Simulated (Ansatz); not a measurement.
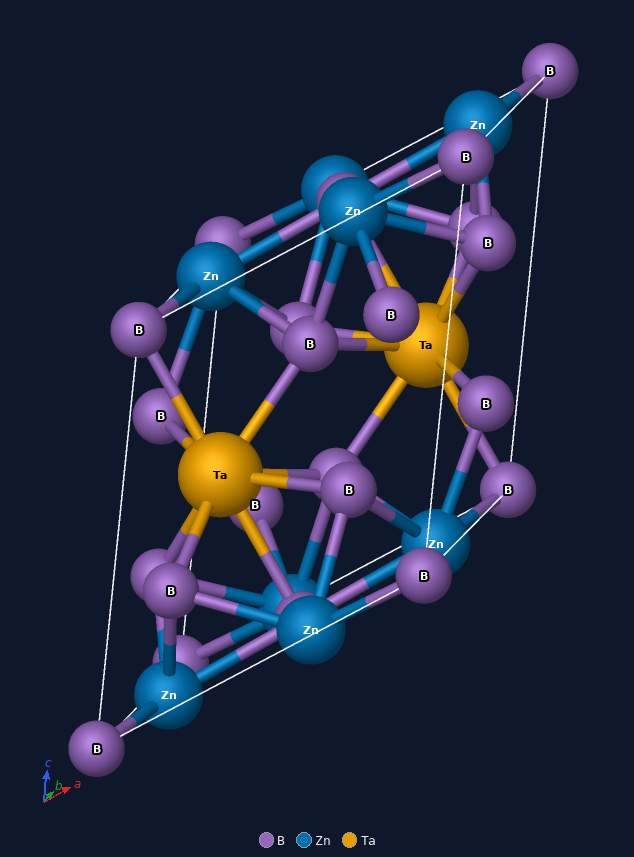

Ball-and-stick model, viewed slightly off an axis. The wireframe shows the simulation cell.

```xyz
16
Lattice="0.0000 6.0211 0.0000 6.0211 0.0000 0.0000 3.0105 3.0105 -5.1819" Properties=species:S:1:pos:R:3 pbc="T T T"
B     7.0257    4.0152   -3.6426
B     8.0270    7.0257   -3.6426
B     5.0165    8.0270   -3.6426
B     4.0152    5.0165   -3.6426
B     1.0046    2.0059   -1.5393
B     2.0059    5.0165   -1.5393
B     5.0165    4.0152   -1.5393
B     4.0152    1.0046   -1.5393
B     0.0000    0.0000    0.0000
B     3.0105    3.0105    0.0000
Zn    3.7561    6.7667   -5.1819
Zn    5.2755    3.7561   -5.1819
Zn    8.2860    5.2755   -5.1819
Zn    3.7561    5.2755    0.0000
Ta    3.0105    3.0105   -2.5909
Ta    6.0211    6.0211   -2.5909
```

Results below were computed with DFT, PAW plane waves, r2SCAN (Ansatz); the settings were 500 eV cutoff, Brillouin-zone sampling on a 7×7×7 mesh, Fermi-Dirac smearing of 0.1 eV, no spin polarisation. The pressure of the cell is -11 GPa.

> What net charge does each kind of atom have (Bader)?

Ta +1.47 e; Zn +0.46 e; B -0.48 e.

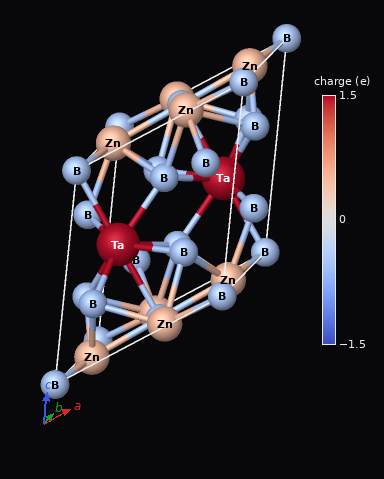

The atoms coloured by those charges.

Provenance: a generated cell, made by putting these elements into a known structure type (the compound may or may not exist in this form); not relaxed. Ansatz was used for an electronic-structure calculation on it.

At this level of theory the cell isn't at rest (stretched, at -11 GPa and forces up to 2.3 eV/Å), so its distances can differ from those at equilibrium, the more so the softer the solid.
